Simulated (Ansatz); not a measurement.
# Density-of-states calculation, with input and output: HfSi3

- system: HfSi3 (disordered cell, 20 atoms in the cell)
- method: DFT PBE, scalar-relativistic, plane waves, PAW, no spin polarisation (Ansatz 0.2.0)

It belongs to a series of runs on one base structure; here: the quenched liquid, relaxed. Figures and captions count atoms from 1; the log counts them from 0 in places.

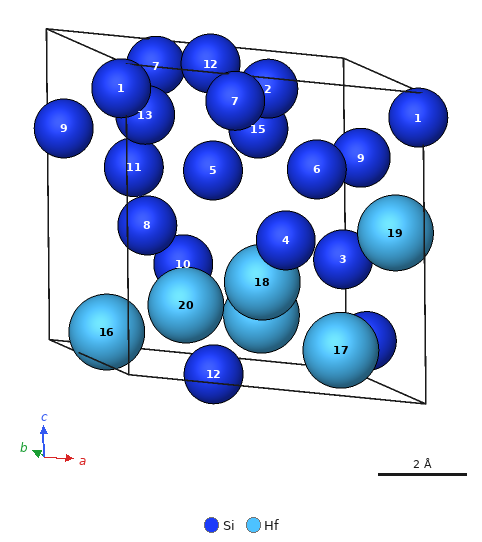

Fig. 1: The structure as given in the input (spheres-only view of the cell of the calculation, seen slightly off an axis; atoms are numbered from 1 in the order of the input).

### Input
```yaml
crystal:
  lattice:
    - [7.02719, -0.067291, -0.440269]
    - [-0.064614, 6.806388, 0.124973]
    - [-0.453278, 0.124119, 7.095918]
  atoms:
    - { symbol: Si, position: [0.9966684358, 0.0486646847, 0.9156969085] }
    - { symbol: Si, position: [0.5665549256, 0.3276341228, 0.93673252] }
    - { symbol: Si, position: [0.9113162973, 0.6965056896, 0.3783992465] }
    - { symbol: Si, position: [0.5679676033, 0.1311197357, 0.4708276614] }
    - { symbol: Si, position: [0.4607954722, 0.6402351851, 0.6283112676] }
    - { symbol: Si, position: [0.7561120497, 0.4353671081, 0.6826204604] }
    - { symbol: Si, position: [0.3736113242, 0.0232534332, 0.9138385747] }
    - { symbol: Si, position: [0.1930921486, 0.4731790766, 0.4448983648] }
    - { symbol: Si, position: [0.9911187565, 0.7604992228, 0.7056986436] }
    - { symbol: Si, position: [0.4041334203, 0.8151147981, 0.3015957291] }
    - { symbol: Si, position: [0.2805433613, 0.9643275369, 0.585616866] }
    - { symbol: Si, position: [0.4644833179, 0.6716514864, 0.969296061] }
    - { symbol: Si, position: [0.1635617843, 0.3756663767, 0.8092939868] }
    - { symbol: Si, position: [0.8933796177, 0.3390078452, 0.1541904106] }
    - { symbol: Si, position: [0.6922265575, 0.9296997057, 0.7523064387] }
    - { symbol: Hf, position: [0.1028941572, 0.6598318162, 0.0725648268] }
    - { symbol: Hf, position: [0.7106855477, 0.983064959, 0.1475431033] }
    - { symbol: Hf, position: [0.581732935, 0.4840013829, 0.2981600789] }
    - { symbol: Hf, position: [0.9448390313, 0.156707974, 0.5274859374] }
    - { symbol: Hf, position: [0.2361222268, 0.156630973, 0.2286303198] }
basis:
  ecutwfc: 420
kpoints:
  mp_grid: { grid: [5, 5, 5] }
hamiltonian:
  xc: pbe
scf:
  occupations: { method: gaussian, width: 0.1 }
  n_extra_bands: 10
output:
  forces: true
  stress: true
  eigenvalues: true
  populations: true
  dos:
    method: { smearing: { sigma: 0.1, scheme: gaussian } }
    projected: true
    de: 0.02
  write_density: true
  write_potential: true
  elf: true
  volumetric_format: npy
```

Launched with:
```bash
ansatz run input.yaml --threads 2 --pin off --max-ram 5120MiB --backend cpu --events-out ev --progress --plain --runs-dir out
```

### What the program printed
```
scf.n_extra_bands = 10 over 95 filled bands (N_el = 190.0): the run solves 105 bands
Engine: ansatz 0.2.0, x86_64-unknown-linux-gnu
Pseudopotentials: kind: paw
Pseudopotential: Si, paw, valence charge 4, recommended cutoff 420 eV (normal), Si.paw.azcp
Pseudopotential: Hf, paw, valence charge 26, recommended cutoff 420 eV (normal), Hf.paw.azcp
Functional definition: PBE
  parameter kappa = 0.804
  parameter beta = 0.06672455060314922
  exchange = pbe_x(kappa = kappa, mu = beta*pi^2/3)
  correlation = pbe_c(beta = beta)
Crystal: 20 atoms, lattice volume = 337.905 Å³
Basis set: ecut = 420 eV, 6625 PW (Γ), exchange–correlation on 96×96×96 points (8 copies of the dense FFT grid, shifted against one another)
Bands: 105, of which v1, the nominal top of the filled ones, is band 95 counted from 1 (94 counted from 0)
Symmetry: 1 space group operations
Space group: P1 (ITA 1), of the structure as read, at distance tolerance 7.0e-5 Å
k-points: 63 of 125 (time reversal used)
Non-local potential: Si, projectors of the file, l = 0: 2, l = 1: 2, l = 2: 2
Non-local potential: Hf, projectors of the file, l = 0: 3, l = 1: 2, l = 2: 2, l = 3: 3
PAW form: soft (Blöchl's): semilocal exchange-correlation on the pseudo side does not see the compensation charge
PAW one-centre angular grid: Si, 110 points (default); XC on 64 Gauss nodes
PAW one-centre angular grid: Hf, 590 points (default); XC on 64 Gauss nodes
Initial density: superposition of atomic densities (neutral atoms: chi_scale 0, normalization atom), corrected by the library's trained network
Initial wavefunctions: pseudopotential atomic-orbital guess
Functional: x = pbe(κ = 0.804, μ = 0.2195149727645171), c = pbe(β = 0.06672455060314922)
SCF iter   1: F=—  HF=-88145.923293 eV  |F-HF|=—  |Δ(HF+E_count)|=         —  Δρ=3.54e-3  dr2=7.46e-2  ethr=1.77e-3  ⟨swp⟩=6.0  Hψ=25651  notcnv=0
preconditioner: auto → Kerker (q_TF=auto, 2.479 Å⁻¹)  [metal: Δε(μ)=0.008 eV  Ē_g=9.216 eV  σ=0.100 eV  W_gap=0.04  n_scr=82 (ndim 8)  ℏωp=24.7 eV  f_vac=0.000  D(μ)=7.81/eV (n_scr^D=48)]
SCF iter   2: F=—  HF=-88145.920390 eV  |F-HF|=—  |Δ(HF+E_count)|=   2.90e-3  Δρ=2.13e-3  dr2=2.68e-2  ethr=3.92e-5  ⟨swp⟩=2.0  Hψ=11776  notcnv=0
SCF iter   3: F=—  HF=-88145.917800 eV  |F-HF|=—  |Δ(HF+E_count)|=   2.59e-3  Δρ=4.13e-4  dr2=1.04e-3  ethr=1.41e-5  ⟨swp⟩=2.0  Hψ=9379  notcnv=0
SCF iter   4: F=—  HF=-88145.917154 eV  |F-HF|=—  |Δ(HF+E_count)|=   6.46e-4  Δρ=2.41e-4  dr2=3.18e-4  ethr=5.48e-7  ⟨swp⟩=2.0  Hψ=12480  notcnv=0
SCF iter   5: F=—  HF=-88145.917062 eV  |F-HF|=—  |Δ(HF+E_count)|=   9.22e-5  Δρ=1.01e-4  dr2=5.68e-5  ethr=1.68e-7  ⟨swp⟩=2.0  Hψ=12209  notcnv=0
SCF iter   6: F=—  HF=-88145.917172 eV  |F-HF|=—  |Δ(HF+E_count)|=   1.11e-4  Δρ=3.29e-5  dr2=7.19e-6  ethr=2.99e-8  ⟨swp⟩=2.0  Hψ=12209  notcnv=0
SCF iter   7: F=—  HF=-88145.917173 eV  |F-HF|=—  |Δ(HF+E_count)|=   5.98e-7  Δρ=2.05e-5  dr2=2.15e-6  ethr=3.79e-9  ⟨swp⟩=2.0  Hψ=12471  notcnv=0
SCF iter   8: F=—  HF=-88145.917171 eV  |F-HF|=—  |Δ(HF+E_count)|=   1.77e-6  Δρ=6.63e-6  dr2=2.60e-7  ethr=1.13e-9  ⟨swp⟩=2.0  Hψ=12467  notcnv=0
SCF iter   9: F=-88145.917171 eV  HF=-88145.917171 eV  |F-HF|=1.51e-8  |Δ(HF+E_count)|=   4.76e-8  Δρ=2.07e-6  dr2=2.96e-8  ethr=5.26e-11  ⟨swp⟩=13.2  Hψ=48334  notcnv=0
SCF 1 converged in 9 iterations: F = -88145.917171 eV  dr2 = 2.96e-8
  greatest PAW one-centre occupation: 0.998 electrons in one spin orbital (limit 2), on the Hf atom at site 15 (counted from 0), in its partial waves of l = 0
```

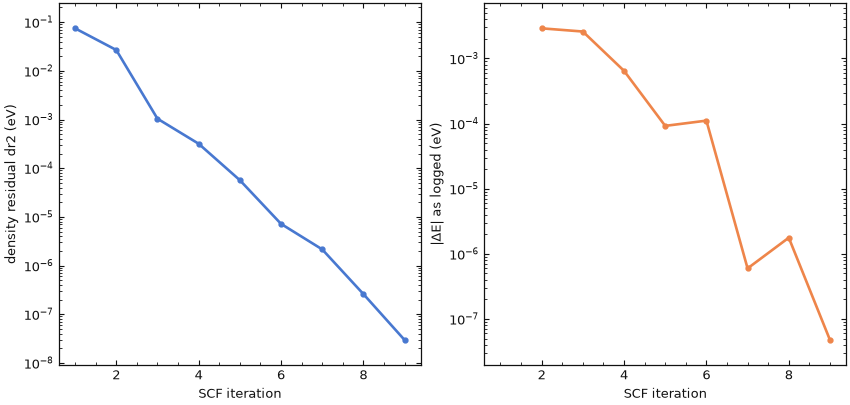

Fig. 2: Convergence of the self-consistent field: density residual dr2 and size of the energy change against the SCF iteration. The residual falls at every step.

```
SCF converged after 9 iterations
Free energy (F): -88145.917171 eV
Harris-Foulkes:  -88145.917171 eV  (|F-HF|=1.51e-8)
Internal energy: -88145.877475 eV  (E = F + TS)
E sigma→0 (E₀):  -88145.897323 eV
Entropy (-TS):   -0.039697 eV (-1.985 meV/atom)
Fermi energy:    13.126867 eV
--- Per-component energies (eV) ---
  E_band       = -255.473330
  E_kinetic    = 2737.806778
  E_local      = -37772.863638  (includes V_loc(G=0)·N_el)
  E_nonlocal   = -5838.961782
  E_hartree    = 17789.466125
  E_xc         = -2338.891893
  E_vxc        = -2047.474079  (∫ρ·V_xc dr)
  E_paw        = -42322.865627  (= ΣΔE_a)
  E_vpaw       = 7087.076797  (= ΣTr[D̂ρ^β])
  E_aug_tail   = 0.000092  (compensation charges beyond the density's cutoff)
  E_ewald      = -20399.567529
  E_smearing   = -0.039697  (= −TS)
  E_closure    = -0.000000  (closes the sum)
  Σ components = -88145.917171   (vs F -88145.917171, Δ=0.00e0)
--- Forces (eV/Å), atoms counted from 1 ---
  atom   1  Si    -0.10926320    -0.11895338    -0.12262450
  atom   2  Si     0.14677143    -0.05484848     0.05908652
  atom   3  Si     0.05975109     0.13452015     0.18734379
  atom   4  Si    -0.11077668    -0.10033266    -0.08350656
  atom   5  Si     0.02781624     0.22632561    -0.14834308
  atom   6  Si     0.01845948     0.02748646    -0.05088177
  atom   7  Si    -0.11997189    -0.01345863     0.00766715
  atom   8  Si    -0.02642910    -0.09748504    -0.13214580
  atom   9  Si    -0.05460368     0.09049048    -0.07323698
  atom  10  Si    -0.03880283     0.05828474     0.01330892
  atom  11  Si     0.06543364    -0.00045909    -0.00147318
  atom  12  Si    -0.13470520     0.15250138     0.07112077
  atom  13  Si    -0.11734098    -0.17413770     0.03848661
  atom  14  Si     0.00894626    -0.07609527     0.12557852
  atom  15  Si     0.13540898     0.04371188     0.11960310
  atom  16  Hf     0.12177924    -0.03914168    -0.20358631
  atom  17  Hf     0.12794303     0.09775587    -0.23984354
  atom  18  Hf    -0.24668639     0.02976451     0.21014446
  atom  19  Hf     0.02741146    -0.12078653     0.25575264
  atom  20  Hf     0.21889100    -0.06512276    -0.03238402
  max |Σ_I F_I| component: 6.67e-5 eV/Å
--- Stress (GPa, compression-positive) ---
        1.011744       0.118399      -0.496676
        0.118399      -0.475160       0.358891
       -0.496676       0.358891      -0.425782
  P = ⅓ Tr σ = 0.0369 GPa (0.369 kbar)
--- Band table (eV; the first three rows and the last of 63) ---
  k-point 0: bands = ["-48.8451", "-48.8388", "-48.7821", "-48.6607", "-48.5177", "-17.6627", "-17.6144", "-17.5940", "-17.5781", "-17.5411", "-17.5366", "-17.5245", "-17.4829", "-17.4624", "-17.4497", "-17.4189", "-17.3113", "-17.2958", "-17.2426", "-17.1589", "0.2383", "1.1379", "1.1424", "1.1484", "1.1511", "1.1559", "1.1604", "1.1645", "1.1690", "1.1699", "1.1729", "1.1808", "1.1836", "1.1868", "1.1898", "1.2063", "1.2100", "1.2198", "1.2279", "1.2336", "1.2396", "1.2424", "1.3211", "1.3263", "1.3314", "1.3412", "1.3471", "1.3657", "1.3678", "1.4667", "1.4675", "1.4835", "1.4879", "1.4938", "1.5127", "1.5159", "2.7063", "2.8066", "2.9637", "3.4858", "3.6916", "4.1755", "4.7715", "5.2388", "5.5188", "5.9179", "6.1353", "6.4387", "6.9170", "7.3312", "7.6176", "7.8562", "8.2363", "8.6387", "9.0018", "9.2025", "9.2567", "9.5434", "9.9336", "10.2171", "10.2713", "10.9656", "10.9817", "11.2191", "11.3738", "11.4683", "11.5391", "11.9073", "12.1995", "12.2592", "12.4231", "12.5166", "12.8040", "12.9727", "13.0341", "13.1231", "13.5077", "13.6328", "13.7934", "14.1263", "14.2485", "14.3333", "14.6076", "14.9290", "15.0486"]
  k-point 1: bands = ["-48.8451", "-48.8388", "-48.7821", "-48.6607", "-48.5177", "-17.6628", "-17.6144", "-17.5941", "-17.5780", "-17.5410", "-17.5366", "-17.5244", "-17.4829", "-17.4624", "-17.4498", "-17.4188", "-17.3113", "-17.2958", "-17.2425", "-17.1591", "0.3352", "1.1377", "1.1424", "1.1484", "1.1510", "1.1558", "1.1604", "1.1646", "1.1690", "1.1699", "1.1727", "1.1809", "1.1836", "1.1867", "1.1899", "1.2059", "1.2099", "1.2199", "1.2278", "1.2336", "1.2395", "1.2424", "1.3213", "1.3262", "1.3314", "1.3407", "1.3471", "1.3656", "1.3676", "1.4667", "1.4675", "1.4834", "1.4878", "1.4937", "1.5127", "1.5158", "2.3060", "2.7845", "3.0204", "3.5648", "3.7895", "4.4334", "4.7264", "5.1521", "5.4278", "5.8788", "6.1228", "6.4748", "6.8607", "7.1385", "7.8827", "7.9808", "8.4189", "8.5594", "9.0387", "9.1636", "9.4031", "9.5872", "9.9651", "10.1317", "10.4096", "10.7767", "10.9563", "11.2294", "11.2934", "11.4708", "11.5524", "11.8463", "11.9694", "12.1961", "12.2482", "12.5075", "12.6250", "12.9527", "13.0612", "13.2665", "13.5225", "13.6071", "13.8389", "14.0739", "14.2518", "14.4904", "14.6636", "14.7106", "14.9446"]
  k-point 2: bands = ["-48.8451", "-48.8388", "-48.7821", "-48.6607", "-48.5177", "-17.6629", "-17.6144", "-17.5942", "-17.5780", "-17.5409", "-17.5367", "-17.5243", "-17.4829", "-17.4624", "-17.4498", "-17.4188", "-17.3113", "-17.2958", "-17.2422", "-17.1595", "0.5549", "1.1363", "1.1425", "1.1482", "1.1504", "1.1558", "1.1602", "1.1646", "1.1687", "1.1700", "1.1720", "1.1809", "1.1837", "1.1866", "1.1901", "1.2043", "1.2096", "1.2202", "1.2274", "1.2337", "1.2390", "1.2424", "1.3214", "1.3259", "1.3319", "1.3385", "1.3471", "1.3650", "1.3666", "1.4664", "1.4675", "1.4834", "1.4872", "1.4934", "1.5126", "1.5157", "1.7551", "2.8615", "3.1223", "3.6077", "3.8933", "4.3319", "4.9041", "5.0411", "5.4688", "5.6931", "6.1998", "6.4750", "6.8531", "7.1714", "7.9770", "8.0947", "8.3386", "8.6926", "9.0027", "9.4050", "9.5746", "9.6905", "9.9344", "10.2033", "10.3909", "10.5455", "10.8459", "11.0968", "11.2673", "11.4693", "11.5785", "11.7799", "11.8536", "12.1295", "12.2703", "12.4678", "12.5153", "12.6850", "12.9507", "13.0778", "13.3315", "13.6834", "13.8902", "14.0948", "14.2930", "14.4566", "14.5382", "14.8111", "15.0861"]
  k-point 62: bands = ["-48.8449", "-48.8390", "-48.7821", "-48.6607", "-48.5177", "-17.6611", "-17.6086", "-17.5891", "-17.5746", "-17.5497", "-17.5361", "-17.5251", "-17.4828", "-17.4645", "-17.4507", "-17.4228", "-17.3098", "-17.2978", "-17.2434", "-17.1581", "0.7653", "1.1372", "1.1427", "1.1485", "1.1517", "1.1563", "1.1609", "1.1641", "1.1688", "1.1706", "1.1731", "1.1810", "1.1830", "1.1875", "1.1913", "1.2055", "1.2100", "1.2196", "1.2278", "1.2336", "1.2390", "1.2424", "1.3212", "1.3260", "1.3318", "1.3410", "1.3470", "1.3658", "1.3682", "1.4665", "1.4677", "1.4825", "1.4879", "1.4934", "1.5124", "1.5158", "1.7356", "2.5720", "2.7797", "3.3013", "4.2622", "4.3939", "4.8892", "4.9895", "5.4725", "5.8450", "6.2028", "6.8951", "7.0137", "7.6219", "7.9477", "8.2306", "8.5906", "8.8813", "9.1614", "9.3601", "9.4485", "9.5578", "9.8881", "10.0940", "10.2073", "10.4253", "10.7696", "10.8099", "10.9598", "11.1334", "11.3774", "11.4344", "11.5893", "11.6691", "11.8918", "12.1032", "12.3119", "12.6765", "12.9198", "13.3864", "13.6658", "13.9225", "14.0842", "14.3044", "14.4410", "14.5992", "14.8170", "14.9283", "15.0152"]
--- Löwdin populations: 20 sites ---
  site symbol       q [e]
     0     Si      3.9767
     1     Si      3.9653
     2     Si      4.0451
     3     Si      4.0263
     4     Si      3.9469
     5     Si      3.9660
     6     Si      3.9119
     7     Si      3.9753
     8     Si      4.0221
     9     Si      3.9774
    10     Si      3.9715
    11     Si      4.0115
    12     Si      3.9506
    13     Si      4.1086
    14     Si      3.8780
    15     Hf     25.7577
    16     Hf     25.7786
    17     Hf     25.8563
    18     Hf     25.8403
    19     Hf     25.8012
  spilling = 0.006488 (of n_electrons = 190.000000)
```

### File populations.tsv
```
# site	symbol	l	j	q
# orbitals = lowdin
# n_electrons = 190.000000
# spilling = 0.006488
0	Si	0_3S	-	1.241211
0	Si	1_3P	-	2.735489
1	Si	0_3S	-	1.289324
1	Si	1_3P	-	2.676005
2	Si	0_3S	-	1.300447
2	Si	1_3P	-	2.744655
3	Si	0_3S	-	1.229045
3	Si	1_3P	-	2.797279
4	Si	0_3S	-	1.249059
4	Si	1_3P	-	2.697848
5	Si	0_3S	-	1.372352
5	Si	1_3P	-	2.593610
6	Si	0_3S	-	1.266837
6	Si	1_3P	-	2.645035
7	Si	0_3S	-	1.278538
7	Si	1_3P	-	2.696801
8	Si	0_3S	-	1.276638
8	Si	1_3P	-	2.745469
9	Si	0_3S	-	1.244402
9	Si	1_3P	-	2.732971
10	Si	0_3S	-	1.261022
10	Si	1_3P	-	2.710437
11	Si	0_3S	-	1.266124
11	Si	1_3P	-	2.745392
12	Si	0_3S	-	1.465366
12	Si	1_3P	-	2.485269
13	Si	0_3S	-	1.281914
13	Si	1_3P	-	2.826674
14	Si	0_3S	-	1.334419
14	Si	1_3P	-	2.543614
15	Hf	0_5S	-	1.956535
15	Hf	0_6S	-	0.539165
15	Hf	1_5P	-	5.979429
15	Hf	2_5D	-	3.287893
15	Hf	3_4F	-	13.994688
16	Hf	0_5S	-	1.955588
16	Hf	0_6S	-	0.517131
16	Hf	1_5P	-	5.982393
16	Hf	2_5D	-	3.329076
16	Hf	3_4F	-	13.994404
17	Hf	0_5S	-	1.950262
17	Hf	0_6S	-	0.511985
17	Hf	1_5P	-	5.978188
17	Hf	2_5D	-	3.422767
17	Hf	3_4F	-	13.993136
18	Hf	0_5S	-	1.952647
18	Hf	0_6S	-	0.535858
18	Hf	1_5P	-	5.980306
18	Hf	2_5D	-	3.378322
18	Hf	3_4F	-	13.993160
19	Hf	0_5S	-	1.951940
19	Hf	0_6S	-	0.541579
19	Hf	1_5P	-	5.978629
19	Hf	2_5D	-	3.335137
19	Hf	3_4F	-	13.993866
```

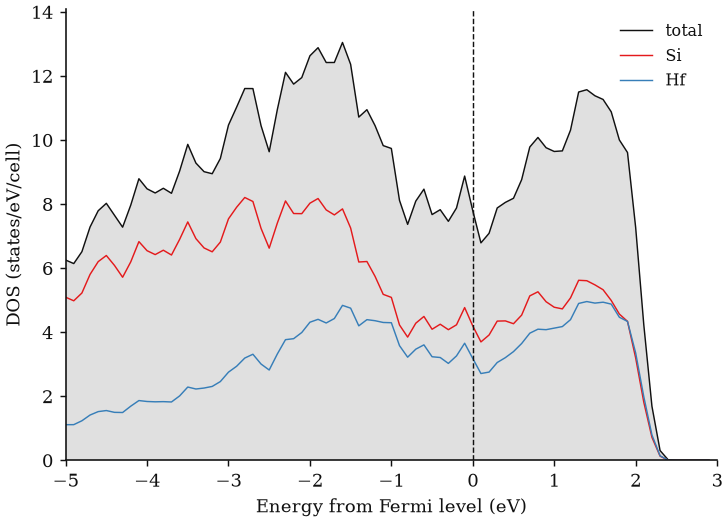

Fig. 3: Density of states (projected on Löwdin-orthogonalised atomic shells), with energies from the Fermi level. There are states at the Fermi level: a metal at this level of theory.

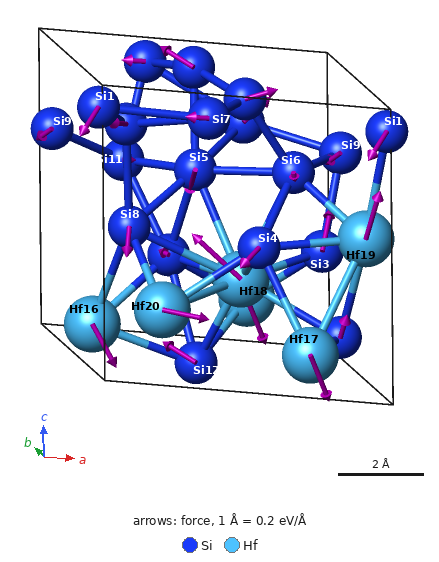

Fig. 4: Forces on the atoms as pink arrows (ball-and-stick view of the cell of the calculation, seen slightly off an axis; atoms are numbered from 1 in the order of the input). The largest act on Hf18 (0.33 eV/Å); Hf17 (0.29 eV/Å); Hf19 (0.28 eV/Å); Si5 (0.27 eV/Å), among others. The geometry is not a stationary point of this energy.

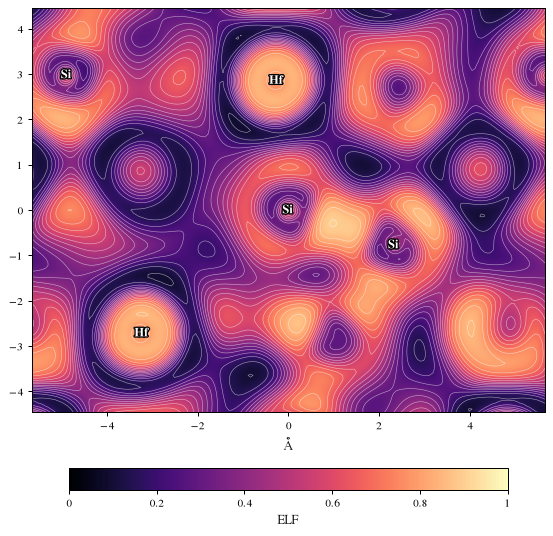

Fig. 5: ELF on the (111) plane of the calculation cell. The section cuts through Si and Hf sites. Si–Si (2.46 Å): the ELF peaks at about 0.90 between the atoms, which marks localised, shared-pair bonding. Si–Si (2.46 Å): the ELF peaks at about 0.90 between the atoms, which marks a covalent bond. The strong features right at Hf lie inside the PAW spheres (semicore, d or f shells) and say nothing about bonding. The fields are those of the smooth PAW valence density.

### Key numbers

- outcome: converged
- electrons treated: 190
- free energy: −88145.9172 eV
- Fermi energy: 13.127 eV
- gap on the k-point mesh: none (metallic)
- pressure: 0.04 GPa
- largest force (length of the vector): 0.325 eV/Å
- hardware: 2 threads of AMD EPYC (Zen 4), 64 GiB of memory available, shared host
- wall time: 2 min (CPU time 3.9 min)
- peak memory: 1.8 GiB

### Remarks

Spin–orbit coupling is left out, which matters for Hf.
